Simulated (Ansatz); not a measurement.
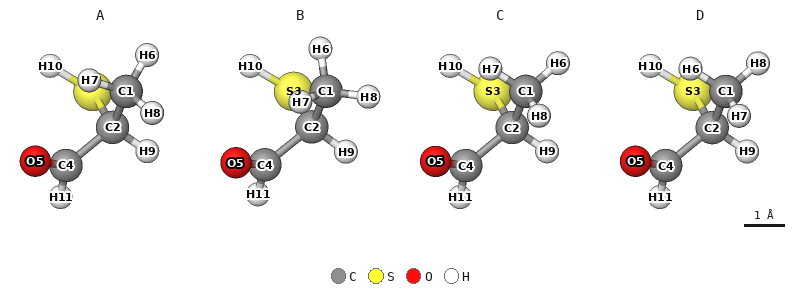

4 geometries from a converged minimum-energy path of C₃H₆OS, shuffled. Style: ball-and-stick. Shown from a free direction.

These are results of Ansatz 0.2.0, RKS PBE/6-31G*, not measurements. Settings: 5 movable images; climbing image; force threshold 0.03 eV/Å; iteration limit 60; starting path through a guess of the saddle point.

One of them is the converged climbing image. Which?

Answer. B. In order along the path, whose images run from 0 to 6: C (image 0, 0.000 eV), A (image 1, +0.028 eV), B (image 3, +0.113 eV), D (image 6, 0.000 eV). The motion is a rotation about the C1–C2 bond by about 120°. No bond forms or breaks between the ends.
